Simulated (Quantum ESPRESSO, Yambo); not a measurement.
# Quasiparticle gap of PtS2 (1T monolayer) in Yambo, part 2 of 2

How does a plane-wave GW calculation on PtS2 (1T monolayer) run from the first input to the gap?

Quantum ESPRESSO 7.5 and Yambo 5.3.0; PBE and many-body steps on it, plane waves. Known limits of the many-body steps: not at the basis limit; no spin polarisation; d states lean on the start; no spin-orbit coupling.

So far. Step 3 (Bands along the symmetry lines): The gap is 1.767 eV, as in the run before at this level. Step 4 (Empty states on the mesh, 6×6×1 mesh, 92 bands): On this mesh the gap is 2.039 eV. The earlier step found 1.767 eV, so this mesh misses an edge.

## (5) Conversion and set-up

This step: Yambo 5.3.0; conversion and set-up on PBE, plane waves, norm-conserving pseudopotentials.

The states are converted to the many-body program's format and the q mesh is built.

On the command line:

```sh
$ (cd o/x.save; p2y > p2y.log; mv SAVE ../..); yambo > setup.log
```

Output:

```text
 Yambo, version 5.3.0

 [02] CORE Variables Setup
 =========================

  [02.01] Unit cells
  ==================

  Cell kind             :  HCP
  Atoms in the cell     :  Pt  S
  number of Pt atoms    :  1
  number of S  atoms    :  2

  List of atomic masses
  Mass of Pt    :  195.0800
  Mass of S     :  32.06000

  List of atomic coordinates    : [cc]
  Pt1       :   0.00000   0.00000  14.17295  order 1
  S1       : -0.33765E-09   3.8988       16.493      order 2
  S2       :   3.37650   1.94942  11.85264  order 3

  Alat factors          :   6.75299   5.84826  28.34589 [a.u.]
  Direct lattice volume :   1119.47    [a.u.]
  Direct lattice vectors:  A[ 1 ]  A[ 2 ]  A[ 3 ]
   A[ 1 ]:  1.000000  0.000000  0.000000  [iru]
   6.752994  0.000000  0.000000  [cc]
   A[ 2 ]: -0.500000  1.000000  0.000000  [iru]
  -3.376497  5.848264  0.000000  [cc]
   A[ 3 ]:  0.000000  0.000000  1.000000  [iru]
    0.00000   0.00000  28.34589  [cc]

  Recip. lattice volume :  0.221578 [a.u.]
  Recip. lattice vectors:  B[ 1 ]  B[ 2 ]  B[ 3 ]
   B[ 1 ]:  1.000000  0.500000  0.000000  [iku]
   0.930430  0.537184 -0.000000  [cc]
   B[ 2 ]:  0.000000  1.000000  0.000000  [iku]
   0.000000  1.074368  0.000000  [cc]
   B[ 3 ]:  0.000000  0.000000  1.000000  [iku]
   0.000000 -0.000000  0.221661  [cc]

  [02.02] Symmetries
  ==================

  Inversion symmetry    : yes
  Spatial inversion     : yes
  Inversion index       :   7
  K-space Time-reversal : no
  Magnetic symmetries   : no
  Group table correct   : yes
  Symmetries units      :  [cc]

   [S  1]:   1.0000       0.0000       0.0000      0.46599E-16   1.0000       0.0000       0.0000       0.0000       1.0000
   [S  2]:   1.0000       0.0000       0.0000     -0.10527E-15  -1.0000       0.0000       0.0000       0.0000      -1.0000
   [S  3]: -0.500000  0.866025  0.000000 -0.866025 -0.500000  0.000000  0.000000  0.000000  1.000000
[...]
[S 11]:  0.500000  0.866025  0.000000  0.866025 -0.500000  0.000000  0.000000  0.000000  1.000000
   [S 12]:  0.500000 -0.866025  0.000000 -0.866025 -0.500000  0.000000  0.000000  0.000000  1.000000

  [02.03] Reciprocal space
  ========================

  nG shells         :   4653
  nG charge         :  100255
  nG WFs            :  15311
  nC WFs            :  12619
  G-vecs. in first 80 shells:  [ Number ]
     1    3    5    7    9   15   27   29   41
    53   55   67   79   81   93   95  101  113
   125  137  149  151  163  175  181  193  205
[...]
787   811   823   835   837   849   861   885
  ...
  Shell energy in first 80 shells:  [ mHa ]
[...]
4703.99      4728.93      4765.22      4815.10      4924.34      5194.20      5218.76      5243.71      5269.03
    5281.12      5292.46      5392.24      5415.30      5527.54      5587.27      5612.21      5808.37      5846.16
[...]
K/Q-points units:
  rlu = crystal or reduced units; cc = cartesian coordinates; iku = interal k-units

  K [1]          [rlu]:  0.000000  0.000000  0.000000
         WF components:  12619
  K [2]          [rlu]:  0.000000  0.166667  0.000000
         WF components:  12560
  K [3]          [rlu]:  0.000000  0.333333  0.000000
         WF components:  12540
  K [4]          [rlu]:  0.000000 -0.500000  0.000000
         WF components:  12518
  K [5]          [rlu]:  0.166667  0.166667  0.000000
         WF components:  12521
  K [6]          [rlu]:  0.166667  0.333333  0.000000
         WF components:  12506
  K [7]          [rlu]:  0.333333  0.333333  0.000000
         WF components:  12492

  [02.05] Energies & Occupations
  ==============================

  [X] === General ===
  [X] Electronic Temperature                        :  0.000000  0.000000 [eV K]
  [X] Bosonic    Temperature                        :  0.000000  0.000000 [eV K]
  [X] Finite Temperature mode                       : no
  [X] El. density                                   :  0.18084E+24 [cm-3]
  [X] Fermi Level                                   : -0.891555 [eV]

  [X] === Gaps and Widths ===
  [X] Conduction Band Min                           :  2.039191 [eV]
  [X] Valence Band Max                              :  0.000000 [eV]
  [X] Filled Bands                                  :  15
  [X] Empty Bands                                   :   16   92
  [X] Direct Gap                                    :  2.064824 [eV]
  [X] Direct Gap localized at k                     :  2
  [X] Indirect Gap                                  :  2.039191 [eV]
  [X] Indirect Gap between kpts                     :   5   2
  [X] Last valence band width                       :  1.366429 [eV]
  [X] 1st conduction band width                     :  1.156562 [eV]

  E @ K [1]:  [eV]
  -98.63536 -52.78141 -52.78141 -52.67635 -13.98565 -11.76251  -5.52509  -5.52509
[...]
occ @ K [1]
[...]
E @ K [2]:  [eV]
[...]
occ @ K [2]
[...]
E @ K [3]:  [eV]
[...]
occ @ K [3]
[...]
E @ K [4]:  [eV]
[...]
occ @ K [4]
[...]
E @ K [5]:  [eV]
[...]
occ @ K [5]
[...]
E @ K [6]:  [eV]
[...]
occ @ K [6]
[...]
E @ K [7]:  [eV]
[...]
occ @ K [7]
[...]
0.000000  0.000000  0.000000  0.000000  0.000000  0.000000  0.000000  0.000000
   0.000000  0.000000  0.000000  0.000000  0.000000  0.000000  0.000000  0.000000

 [03] Transferred momenta grid and indexing
 ==========================================

 IBZ Q-points                                      :   7
 BZ  Q-points                                      :   36

 K/Q-points units:
 rlu = crystal or reduced units; cc = cartesian coordinates; iku = interal k-units

 Q [1]          [rlu]:  0.000000  0.000000  0.000000
 Q [2]          [rlu]:  0.89679E-17  0.16667       0.0000
 Q [3]          [rlu]:  0.17936E-16  0.33333       0.0000
 Q [4]          [rlu]: -0.26904E-16 -0.50000       0.0000
 Q [5]          [rlu]:  0.166667  0.166667  0.000000
 Q [6]          [rlu]:  0.166667  0.333333  0.000000
 Q [7]          [rlu]:  0.333333  0.333333  0.000000

  [03.01] X indexes
  =================

   [03.01.01] Sigma indexes
   ========================

 [06] Game Over & Game summary
```

Run time: 2.9 s. Hardware: 1 MPI rank of Arm Neoverse V1, shared host; peak memory 0.25 GiB.

## (6) Screening and self-energy, 6×6×1 mesh, 92 bands, screening to 108.8 eV

Now the one-shot GW correction: screening in the RPA, then the self-energy of the levels asked for.

This step: G0W0 on PBE, plane waves, norm-conserving pseudopotentials.

Contents of gw1.in:

```
HF_and_locXC
gw0
dyson
ppa
em1d
rim_cut
rim_w
RandQpts= 3000000
RandGvec= 100 RL
CUTGeo= "slab z"
RandGvecW= 9 RL
EXXRLvcs= 76 Ry
VXCRLvcs= 304 Ry
Chimod= "HARTREE"
% BndsRnXp
 1 | 92 |
%
NGsBlkXp= 8 Ry
% LongDrXp
 1 | 1 | 0 |
%
% GbndRnge
 1 | 92 |
%
DysSolver= "n"
ExtendOut
PPAPntXp= 27.21138 eV
% QPkrange
 1 | 7 | 6 | 20 |
%
```

On the command line:

```sh
$ OMP_NUM_THREADS=1 mpirun -n 4 yambo -F gw1.in -J gw1 -C gw1 > gw1.log
```

Output:

```text
 Yambo, version 5.3.0

 [02] CORE Variables Setup
 =========================

  [... cell, symmetries and grids as in the set-up ...]

  [02.05] Energies & Occupations
  ==============================

  [X] === General ===
  [X] Electronic Temperature                        :  0.000000  0.000000 [eV K]
  [X] Bosonic    Temperature                        :  0.000000  0.000000 [eV K]
  [X] Finite Temperature mode                       : no
  [X] El. density                                   :  0.18084E+24 [cm-3]
  [X] Fermi Level                                   : -0.891555 [eV]

  [X] === Gaps and Widths ===
  [X] Conduction Band Min                           :  2.039191 [eV]
  [X] Valence Band Max                              :  0.000000 [eV]
  [X] Filled Bands                                  :  15
  [X] Empty Bands                                   :   16   92
  [X] Direct Gap                                    :  2.064824 [eV]
  [X] Direct Gap localized at k                     :  2
  [X] Indirect Gap                                  :  2.039191 [eV]
  [X] Indirect Gap between kpts                     :   5   2
  [X] Last valence band width                       :  1.366429 [eV]
  [X] 1st conduction band width                     :  1.156562 [eV]

 [03] Transferred momenta grid and indexing
 ==========================================

 IBZ Q-points                                      :   7
 BZ  Q-points                                      :   36

 K/Q-points units:
 rlu = crystal or reduced units; cc = cartesian coordinates; iku = interal k-units

 Q [1]          [rlu]:  0.000000  0.000000  0.000000
 Q [2]          [rlu]:  0.89679E-17  0.16667       0.0000
 Q [3]          [rlu]:  0.17936E-16  0.33333       0.0000
 Q [4]          [rlu]: -0.26904E-16 -0.50000       0.0000
 Q [5]          [rlu]:  0.166667  0.166667  0.000000
 Q [6]          [rlu]:  0.166667  0.333333  0.000000
 Q [7]          [rlu]:  0.333333  0.333333  0.000000

 [04] Coloumb potential Random Integration (RIM)
 ===============================================

 Performing RIM of v_slab

  [04.01] RIM initialization
  ==========================

  * Diagonal components only detected *

  8 x (sBL volume)        :  0.049240 [a.u.]
  sBZ random points       :  3000000
  Points outside the sBZ  :  24001124
  RL volume               :  0.221578 [a.u.]
  Integrated volume       :  0.221567 [a.u.]

  [04.02] RIM integrals
  =====================

  Gamma point sphere radius             :  0.042044 [a.u.]
  Points outside the sphere             :  2398760
  [Int_sBZ(q=0) 1/q^2]*(Vol_sBZ)^(-1/3) =:  7.537040
                                 should be <:  7.795600

  Summary of Coulomb integrals for non-metallic bands |Q|[au] RIM/Bare

  Q [1] 0.100000E-4 0.966833 * Q [2] 0.179061 1.019960
  Q [5] 0.310143 1.030508 * Q [3] 0.358123 1.026927
  Q [6] 0.473752 1.018421 * Q [4] 0.537184 1.015215
  Q [7] 0.620286 1.011349
  Non-periodic chartesian directions : none
  Optical renormalization            :  28.34589 [au]
  Polarizability dimension           : length

 [05] Coloumb potential CutOffslab
 =================================

 Cut directionsZ
 Slab Cutoff:Z
 Symmetry test passed : yes

 [06] Dipoles
 ============

  [06.01] Setup: observables and procedures
  =========================================

  [WARNING] [x,Vnl] slows the Dipoles computation. To neglect it rename the ns.kb_pp file

 [07] Dynamic Dielectric Matrix (PPA)
 ====================================

 [WR./gw1//ndb.pp]---------------------------------------------------------------
  Brillouin Zone Q/K grids (IBZ/BZ)                :    7   36    7   36
  RL vectors                                       :  15319 [WF]
  Coulomb cutoff potential                         : slab z
  Electronic Temperature                           :  0.000000 [K]
  Bosonic    Temperature                           :  0.000000 [K]
  PPA    diel. fun.  energies                      : Perdew, Burke & Ernzerhof(X)+Perdew, Burke & Ernzerhof(C)
  wavefunctions                                    : Perdew, Burke & Ernzerhof(X)+Perdew, Burke & Ernzerhof(C)
  Global Gauge                                     : length
  X matrix size                                    :   391
  X band range                                     :    1   92
  X e/h energy range                               : -1.000000 -1.000000 [eV]
  X Time ordering                                  : R
  X Hxc Kernel                                     : HARTREE
  X Drude frequency                                :  0.000000  0.000000
  X poles                                          :  100.0000 [o/o]
  RL vectors in the sum                            :  15319
  [r,Vnl] included                                 : yes
  Field direction                                  :  0.707107E-5  0.707107E-5   0.00000
  BZ energy Double Grid                            : no
  BZ energy DbGd points                            : 0
  BZ Q point size factor                           : -1.000000
  X Optical Averaged directions                    : none

 [08] Local Exchange-Correlation + Non-Local Fock
 ================================================

 [VXC] Plane waves :  100255
 [EXS] Plane waves :  12631

 QP @ state[ 1 ] K range:   1   7
 QP @ state[ 1 ] b range:   6  20

 [xc] Functional : Perdew, Burke & Ernzerhof(X)+Perdew, Burke & Ernzerhof(C)
 [xc] LIBXC used to calculate xc functional
  PP Number of Atomic Species                      :  2
  NLCC RL compoments                               :  100255
  PP Number of Atomic Species                      :  2
  NLCC RL compoments                               :  100255

 [xc] E_xc :  -16.11412 [Ha]
      E_xc :  -32.22824 [Ry]

  Local XC kind (lXC) : Perdew, Burke & Ernzerhof(X)+Perdew, Burke & Ernzerhof(C)
  Non-Local XC kind (nlXC) : Hartree-Fock

  Corrections @ K [1] :  [eV]
 <6|nlXC|6> = -21.21766  0.39975E-17 <6|lXC|6> = -13.84885  0.000000
 <7|nlXC|7> = -21.97731  0.45508E-17 <7|lXC|7> = -17.46066 -0.28323E-15
 <8|nlXC|8> = -21.97731 -0.34587E-16 <8|lXC|8> = -17.46065 -0.37763E-15
 <9|nlXC|9> = -20.34135 -0.12121E-17 <9|lXC|9> = -14.93492 -0.37763E-15
 <10|nlXC|10> = -24.88493 -0.18534E-16 <10|lXC|10> = -20.08873  0.000000
 <11|nlXC|11> = -24.88490  0.13859E-16 <11|lXC|11> = -20.08870  0.000000
 <12|nlXC|12> = -21.37042  0.44877E-18 <12|lXC|12> = -17.55065  0.000000
 <13|nlXC|13> = -14.70496  0.30789E-17 <13|lXC|13> = -12.20648  0.000000
 <14|nlXC|14> = -15.91029  0.24984E-17 <14|lXC|14> = -13.81682  0.56645E-15
 <15|nlXC|15> = -15.91028 -0.19901E-16 <15|lXC|15> = -13.81681 -0.94408E-16
[...]
Corrections @ K [2] :  [eV]
[...]
Corrections @ K [3] :  [eV]
[...]
Corrections @ K [4] :  [eV]
[...]
Corrections @ K [5] :  [eV]
[...]
Corrections @ K [6] :  [eV]
[...]
Corrections @ K [7] :  [eV]
[...]
<16|nlXC|16> = -12.55116  0.17140E-19 <16|lXC|16> = -16.32413  0.11211E-15
 <17|nlXC|17> = -12.55116 -0.55523E-18 <17|lXC|17> = -16.32413 -0.47204E-16
 <18|nlXC|18> = -7.213560  0.14194E-17 <18|lXC|18> = -12.65834  0.18882E-15
 <19|nlXC|19> = -4.006257  0.68761E-19 <19|lXC|19> = -8.489836  0.47204E-16
 <20|nlXC|20> = -4.006260  0.11700E-17 <20|lXC|20> = -8.489839 -0.11801E-16

  [08.01] Hartree-Fock occupations report
  =======================================

  [Hartree-Fock] === General ===
  [Hartree-Fock] Electronic Temperature             :  0.000000  0.000000 [eV K]
  [Hartree-Fock] Bosonic    Temperature             :  0.000000  0.000000 [eV K]
  [Hartree-Fock] Finite Temperature mode            : no
  [Hartree-Fock] El. density                        :  0.18084E+24 [cm-3]
  [Hartree-Fock] Fermi Level                        : -0.891555 [eV]

  [Hartree-Fock] === Gaps and Widths ===
  [Hartree-Fock] Conduction Band Min                :  5.412255 [eV]
  [Hartree-Fock] Valence Band Max                   : -2.381931 [eV]
  [Hartree-Fock] Filled Bands                       :  15
  [Hartree-Fock] Empty Bands                        :   16   92
  [Hartree-Fock] Direct Gap                         :  8.263313 [eV]
  [Hartree-Fock] Direct Gap localized at k          :   5
  [Hartree-Fock] Indirect Gap                       :  7.794186 [eV]
  [Hartree-Fock] Indirect Gap between kpts          :  1  2
  [Hartree-Fock] Last valence band width            :  2.061275 [eV]
  [Hartree-Fock] 1st conduction band width          :  1.636856 [eV]

 [09] Dyson equation: Newton solver
 ==================================

  [09.01] RIM-W interpolation
  ===========================

  [WARNING] RIM-W works only for 2D semiconductors with slab cutoff
  Found compatible q grid: 2D
  q_min[ 1 ]:  0.16667      0.24765E-11   0.0000     [rlu]
   0.166667  0.083333  0.000000 [iku]
  q_min[ 2 ]:  0.20260E-16  0.16667       0.0000     [rlu]
   0.20260E-16  0.16667       0.0000     [iku]
  G-vectors :   9
  G-vectors loaded:   63
  Number of interpolated frequencies:  2

  Evaluating coefficients q = 0
  Evaluating coefficients q = 0

  [09.02] RIM-W integrals
  =======================

  8 x (sBL volume)        :  0.049240 [a.u.]
  sBZ random points       :  3000000
  Points outside the sBZ  :  24001124
  RL volume               :  0.221578 [a.u.]
  Integrated volume       :  0.221567 [a.u.]

  [09.03] RIM integrals
  =====================

  Comparison between head Wc = W - v averages: < Wc > [au] RIM-W/RIM

   < -Wc [Q = 1] > 0.357997E-1 0.442978E-4 * < -Wc [Q = 2] > 0.005439 0.005249
   < -Wc [Q = 3] > 0.972767E-3 0.952820E-3 * < -Wc [Q = 4] > 0.324957E-3 0.321380E-3
   < -Wc [Q = 5] > 0.001427 0.001393 * < -Wc [Q = 6] > 0.458649E-3 0.452956E-3
   < -Wc [Q = 7] > 0.211681E-3 0.209391E-3

  Comparison between head Wc = W - v averages: < Wc > [au] RIM-W/RIM

   < -Wc [G = 1,G`=0] > 0.357997E-1 0.442978E-4 * < -Wc [G = 2,G`=0] >-0.002271 0.000000
   < -Wc [G = 3,G`=0] >-0.002271 0.000000 * < -Wc [G = 4,G`=0] > 0.488571E-4  0.00000
   < -Wc [G = 5,G`=0] > 0.488141E-4  0.00000 * < -Wc [G = 6,G`=0] > 0.117433E-3  0.00000
   < -Wc [G = 7,G`=0] > 0.117473E-3  0.00000 * < -Wc [G = 8,G`=0] >-0.309635E-4  0.00000
   < -Wc [G = 9,G`=0] >-0.309646E-4  0.00000

 [10] G0W0 (W PPA)
 =================

 [  GW  ] Bands range     :    1   92
 [GW/PPA] G damping       :  0.100000 [eV]

 QP @ state[ 1 ] K range:   1   7
 QP @ state[ 1 ] b range:   6  20

  Sc/G bands                                       :    1   92
  Sc/G damping                                     :  0.100000 ev
  Sc bands terminator                              : no
  Sx RL components                                 :  12631

  QP @ state[ 1 ] K range                          :   1   7
  QP @ state[ 1 ] b range                          :   6  20
  GF energies kind                                 : Perdew, Burke & Ernzerhof(X)+Perdew, Burke & Ernzerhof(C)
  GF WF`s kind                                     : Perdew, Burke & Ernzerhof(X)+Perdew, Burke & Ernzerhof(C)
  Xs energies kind                                 : Perdew, Burke & Ernzerhof(X)+Perdew, Burke & Ernzerhof(C)
  Xs WF`s kind                                     : Perdew, Burke & Ernzerhof(X)+Perdew, Burke & Ernzerhof(C)

 [14] Game Over & Game summary
```

Run time: 13 min. Hardware: 4 MPI ranks; peak memory 3.1 GiB; 51 min of CPU time.

Numbers from this step:

- G0W0 gap on the mesh: 3.275 eV
- starting gap on the mesh: 2.039 eV
- k of the valence top: 0, 0.1667, 0
- k of the conduction bottom: 0, 0.1667, 0
- least direct G0W0 gap on the computed points: 3.275 eV
- Z at the valence top: 0.7469
- Z at the conduction bottom: 0.7544

The gap on the mesh goes from 2.04 eV to 3.27 eV, a correction of +1.24 eV. The start differs from the 1.77 eV found before because the two sample other k points.

Limits: finite bands, cutoff and mesh; no spin polarisation; d states lean on the start; no spin-orbit coupling. v1 is the top filled band, c1 the lowest empty one. Levels before and after the correction, in eV, zero at the valence-band top of each column:

```
           conduction bottom  valence top
Kohn-Sham               2.04         0.00
     G0W0               3.27         0.00
```

```
                    level  energy (eV)
Kohn-Sham  (0 0.167 0) v4       -1.710
Kohn-Sham  (0 0.167 0) v3       -0.257
Kohn-Sham  (0 0.167 0) v2       -0.225
Kohn-Sham  (0 0.167 0) v1       -0.026
Kohn-Sham  (0 0.167 0) c1        2.039
Kohn-Sham  (0 0.167 0) c2        2.864
Kohn-Sham  (0 0.167 0) c3        6.044
Kohn-Sham  (0 0.167 0) c4        6.462
     G0W0  (0 0.167 0) v4       -1.670
     G0W0  (0 0.167 0) v3       -0.541
     G0W0  (0 0.167 0) v2       -0.312
     G0W0  (0 0.167 0) v1        0.000
     G0W0  (0 0.167 0) c1        3.275
     G0W0  (0 0.167 0) c2        4.179
     G0W0  (0 0.167 0) c3        6.287
     G0W0  (0 0.167 0) c4        6.757
```

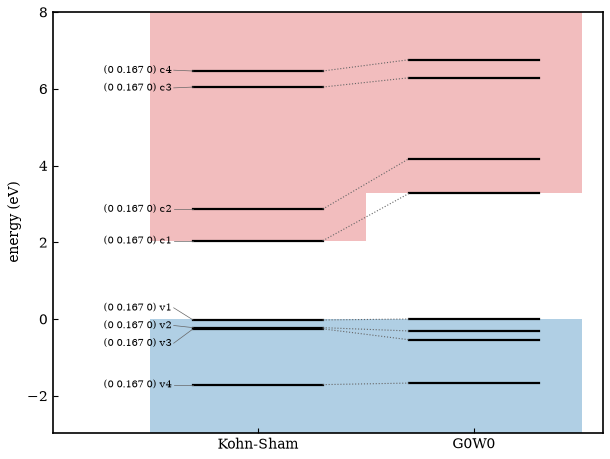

Levels before and after the correction. Shaded: valence and conduction bands.

## (7) Where the time went

Times are wall times on the hardware named with each run, good to a factor of about two.

```
                          step    time  share  memory (GiB)
                  ground state    27 s    3 %          0.55
bands along the symmetry lines    14 s    2 %          0.41
      empty states on the mesh    26 s    3 %          0.71
         conversion and set-up   2.9 s    0 %          0.25
     screening and self-energy  13 min   92 %           3.1
```

## (8) What came out

| Property | Result |
| --- | --- |
| PBE gap | 1.77 eV, indirect |
| G0W0 gap on the mesh | 3.27 eV |
| G0W0 gap over the zone (rigid shift) | 3.00 eV |
| GW settings | 6×6×1 mesh, 92 bands, screening to 108.8 eV, Godby-Needs plasmon pole |
| known limits | not at the basis limit; no spin polarisation; d states lean on the start; no spin-orbit coupling |

G0W0 moves the gap on the mesh from 2.04 eV to 3.27 eV (+1.24 eV), with Z of 0.75 and 0.75 at the edges. The mesh misses the band edges by 0.27 eV in all; a rigid shift gives 3.00 eV for the zone. The dearest step here is «screening and self-energy». Bands and cutoff are finite, so the gap is not at the basis limit. The miss can reach some tenths of an eV and take either sign; the mesh is an error of its own. A denser mesh or path gives a starting gap of 1.77 eV: the GW mesh misses a band edge, so its gaps are not the fundamental one. The runs have no spin polarisation. For a closed low-spin shell that is the natural state; where a d or f shell is open it is a constraint, and the gap is then not the crystal's own. With d states at the gap, one-shot GW leans hard on its start. The many-body steps are scalar-relativistic: spin-orbit coupling is not in them.

[Paths, hosts, dates, memory and timing lines, banners, echoed tables and standing remarks are left out of the program output.]

[Logs are printed without paths, hosts, clocks, repeated set-up lines and the standing remarks that a program may print on its own settings, such as how far it seeks lower states.]

[Runs of the session that timed out or met a known fault of the program may be left out.]

[Hosts, paths, dates, database ids (printed as entryN), source tags and the programs' standing remarks are cut or masked in the printed files.]
